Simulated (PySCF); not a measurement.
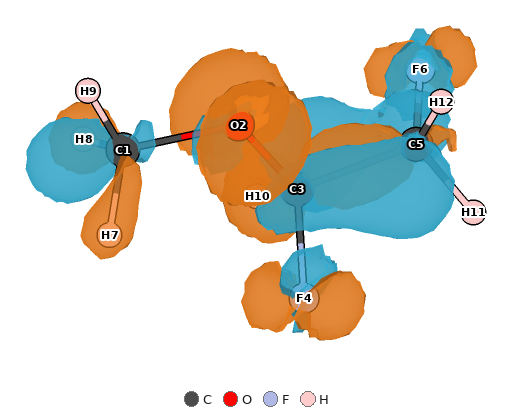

C3H6F2O, SMILES `COC(F)CF`. Unrelaxed difference density of T₁ less the ground state (TDA triplet states), ±0.03 e/Å³; light blue: gain, orange: loss.

Computed with PySCF, PBE0/6-31G*, geometry: GFN2-xTB. No frequency check shows the geometry to be a minimum. Without diffuse functions Rydberg states are missing, so the states' numbers hold for this basis only.

**How does the charge move on excitation?**

0.66 e is displaced in all, of which about 0.3 e passes between atoms: O2 (0.32 e) loses electrons and C5 (0.09 e) and C3 (0.07 e) gain them. The state: 8.90 eV (139 nm), spin-forbidden from the singlet ground state; the leading pair carries 91 %; hole on O2 (41 %), C3 (13 %) and F4 (10 %), electron on C3 (20 %), C5 (15 %) and H10 (12 %); their centroids lie 0.4 Å apart.
